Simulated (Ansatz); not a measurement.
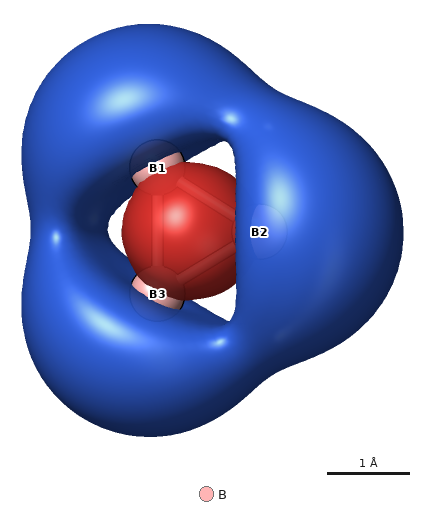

Figure. B₃ (doublet). The LUMO (β) at ±0.08 Å⁻³ᐟ² (red and blue are the two phases), seen at a tilt.

Geometry: PBE-D4/def2-TZVP; ⟨S²⟩ = 0.86, above the pure value of 0.75.

Computed with UKS PBE0-D4/def2-TZVP (Ansatz 0.2.0).

What is the character of this orbital?

Answer. It lies mainly on B1 (about 35 %), B2 (about 35 %) and B3 (about 35 %); it is symmetric in the molecular plane (an in-plane orbital: σ, lone-pair or in-plane π type). Its energy is −4.26 eV.
